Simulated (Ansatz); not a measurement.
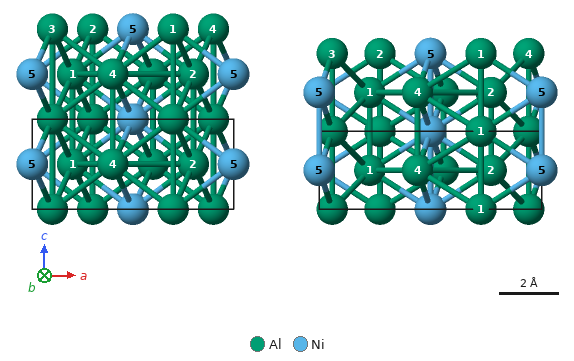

Two geometries of crystalline Al$_{4}$Ni (a generated structure, set up in I4/m) (coarse preliminary run), drawn at one scale. One is the start of a relaxation, the other its converged end. A ball-and-stick model of the conventional cell (2 times the calculation's cell), repeated 1 × 1 × 2 with one cell outlined, seen along the b axis. Lengths and directions refer to the drawn axes.

The calculation used DFT PBE, scalar-relativistic, plane waves, PAW (Ansatz). Set-up: plane-wave cutoff 420 eV; k-point mesh 6 × 6 × 6; occupations gaussian; smearing width 0.1 eV; collinear spin; cell and atoms relaxed; force threshold 0.04 eV/Å; at most 70 steps.

### Which of the two is the end point?

The right one is the relaxed one. The largest moves relative to the cell, 0.38 Å, are those of Al1, Al2, Al3 and Al4. Al1 goes along [2 −3 0]. Ni stays in place. The drawn cell changes as follows: a = b 6.871 → 7.592 Å (+10.5 %), c 3.073 → 2.655 Å (−13.6 %); the volume changes by +5.5 %. Some distances before and after: Al1–Al2 2.661 → 3.221 Å, Al1–Al1 3.073 → 2.655 Å, Ni5–Ni5 3.073 → 2.655 Å, Al1–Al3 2.661 → 2.845 Å. Among the angles between lasting bonds that change: Al2–Al3–Ni5 70.5° → 89.5°, Al1–Al3–Ni5 180.0° → 163.3°, Al1–Al3–Al1 70.5° → 55.6°. The space group stays I4/m (No. 87). Over 9 accepted moves (11 points after the start) the energy falls by 0.903 eV per cell of the calculation. The largest force component goes from 1.1 to 0.0063 eV/Å. Pressure: 2.24 GPa at the start and 0.19 GPa at the end. The SCF was repeated twice at an unchanged geometry on a basis and grid sized afresh for the cell, which shifted the energy by 16.4 meV per cell of the calculation at most. The program noted that the starting moments weren't kept.
